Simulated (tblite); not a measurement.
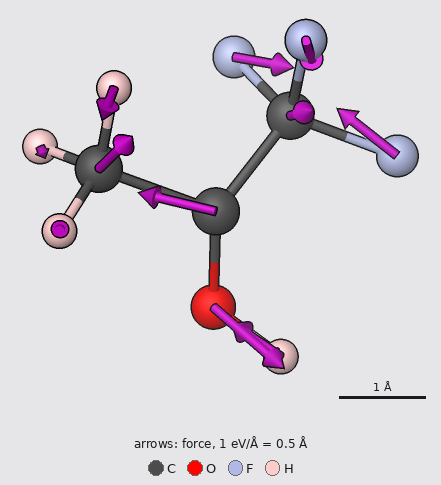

Starting geometry of C$_{3}$H$_{4}$F$_{3}$O (multiplicity 2) with the computed forces as purple arrows. The picture is a ball-and-stick view, seen at a tilt.

All numbers below come from GFN2-xTB geometry optimisation, gas phase (tblite 0.8.0). 

Question: What follows when this structure is relaxed?

Answer: It isn't relaxed: the largest force vector, on the O atom, is 2.50 eV/Å. The final displacements follow the starting forces only in part (cosine between the two patterns 0.42). The O atom moves most after the best rigid fit: 0.45 Å. By element the largest moves are O 0.45 Å, H 0.42 Å, F 0.27 Å, C 0.15 Å. Among the contacts that change: C–F 1.406 → 1.346 Å, H–O 1.017 → 0.967 Å, C–H 1.126 → 1.090 Å, C–F 1.380 → 1.347 Å. Bond angles that change, for instance: C–C–C 111.9° → 120.4°, F–C–F 113.5° → 105.4°, C–C–F 106.7° → 112.9°. The energy falls by 63.6 kJ/mol in 73 geometry steps.
